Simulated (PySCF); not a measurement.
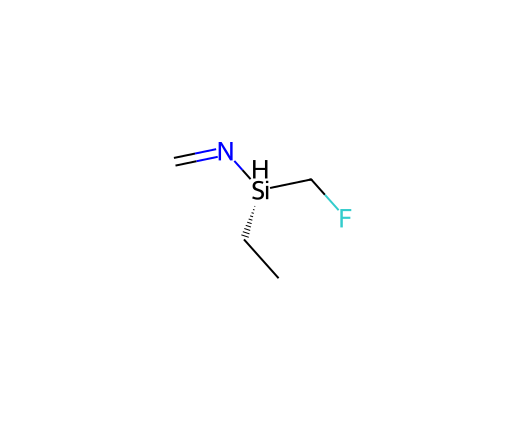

Skeletal drawing of a molecule.

Transcribe the drawing into SMILES.

C=N[Si@@H](CC)CF

What is the molecular formula?

C4H10FNSi.

An optimisation with GFN2-xTB gave a structure of which point group?

C1.

The parts below concern this one geometry. Atoms keep their numbers from picture to picture. The computed structure is the end point of a GFN2-xTB optimisation. No frequency run is at hand to confirm it as a minimum.

### Geometry

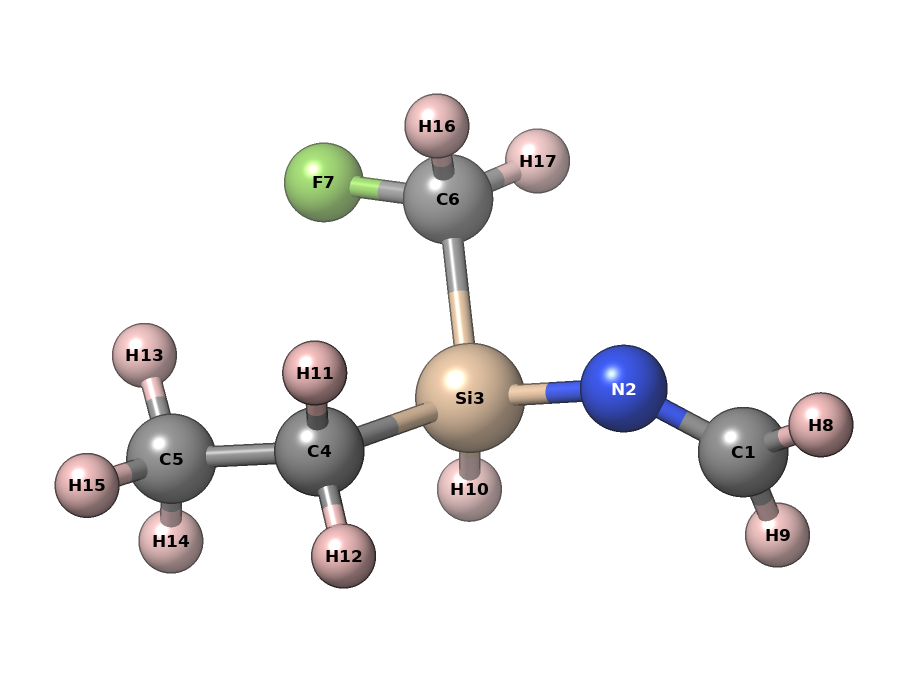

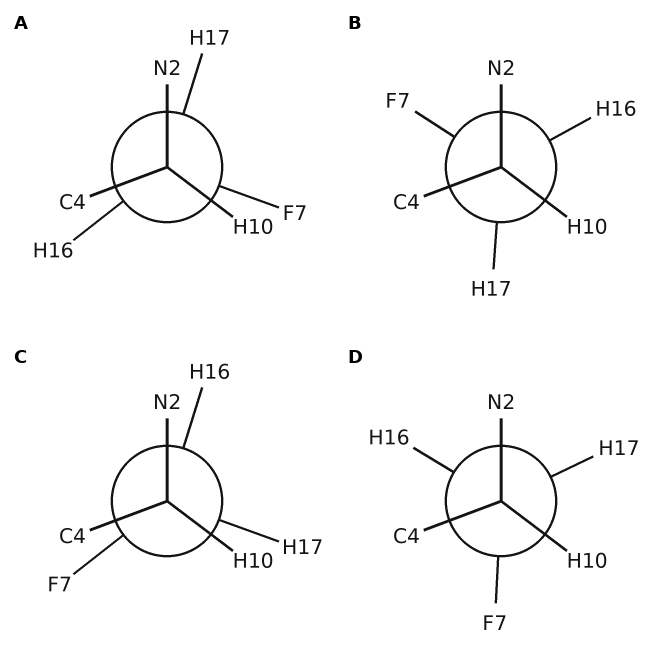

Distant atoms are faded towards the background colour. Bonds that would overlap in a projection are set slightly apart. No frequency run is at hand to confirm it as a minimum.

Which Newman projection shows the view along Si3–C6, with Si3 in front?

D. The torsion angle N2–Si3–C6–F7 is −177°, antiperiplanar (anti).

### Dipole moment

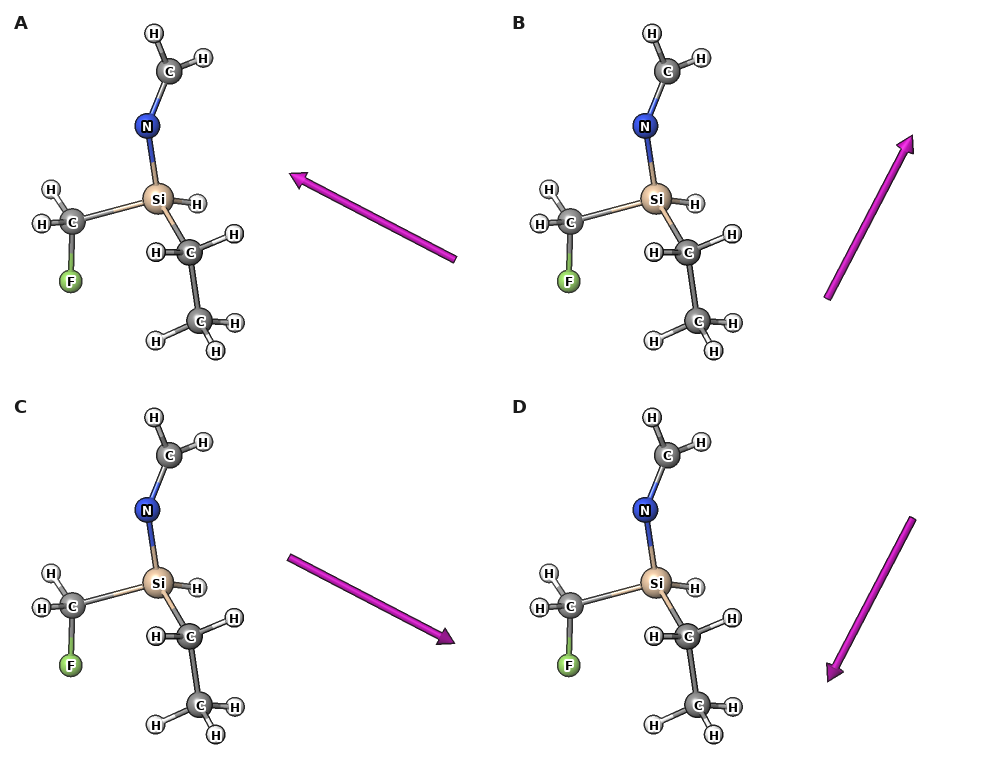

The same molecule four times, each with an arrow. No frequency run is at hand to confirm it as a minimum. Level of theory: CAM-B3LYP/def2-SVPD, gas phase (PySCF 2.14.0).

Which arrow points along the dipole moment, from the negative to the positive end?

B. The dipole moment is 2.58 D.

### Polarisability

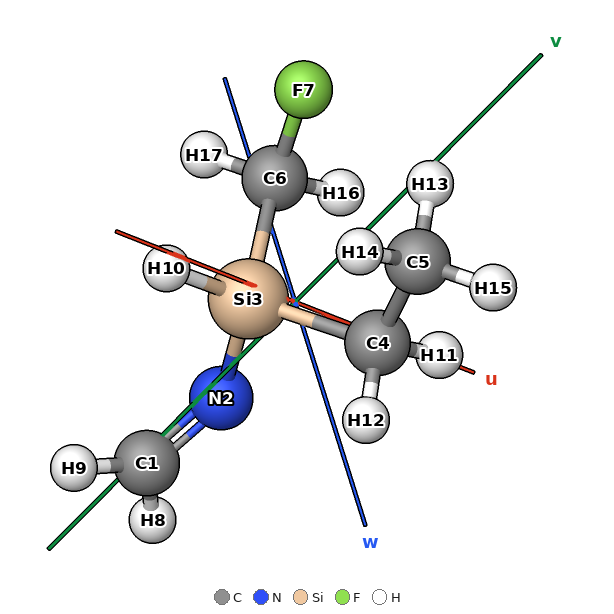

The lines u, v and w are the principal axes of the static dipole polarisability. No frequency run is at hand to confirm it as a minimum. Level of theory: CAM-B3LYP/def2-SVPD (PySCF 2.14.0).

Along which axis is the molecule most polarisable, and along which least?

Most along v (close to the long direction C1···C5), least along u.

Give the three principal values.

u 72.4, v 102.3, w 76.4 bohr³; mean 83.7, anisotropy 28.1 bohr³.

### Excitation

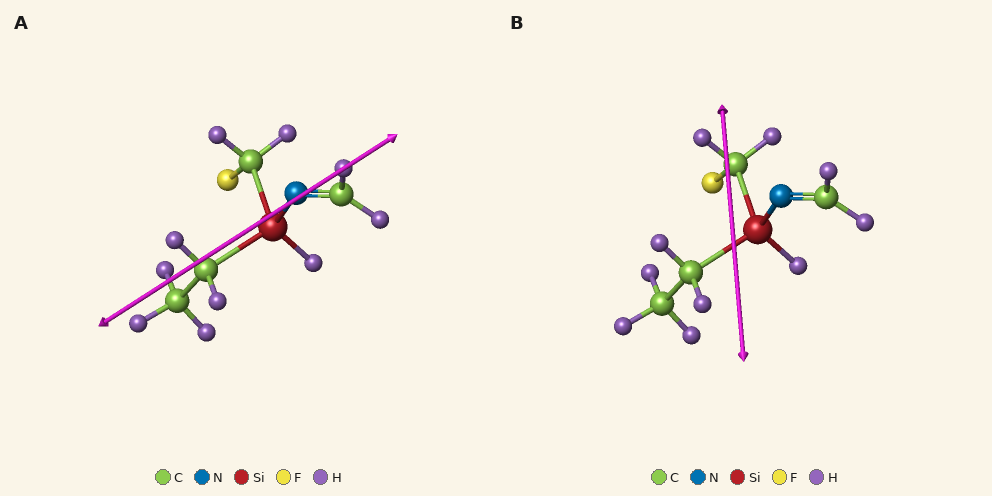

The double arrows show the directions of two transition dipoles from the ground state (lengths mean nothing). No frequency run is at hand to confirm it as a minimum. Properties computed with TDDFT CAM-B3LYP/def2-SVPD, vertical, gas phase, core orbitals frozen in the response (PySCF 2.14.0).

One belongs to singlet state 4 and one to singlet state 7. Which is which?

A: state 4, 7.23 eV (171 nm), oscillator strength 0.039, mainly HOMO−2 → LUMO (weight 0.75).
B: state 7, 7.56 eV (164 nm), oscillator strength 0.027, of mixed character, with the largest part HOMO−1 → LUMO+2 (weight 0.36).

The geometry is semi-empirical. Around Si such bond lengths and angles can be off by a tenth of an ångström or more and by several degrees, and values that hang on the shape move with them.
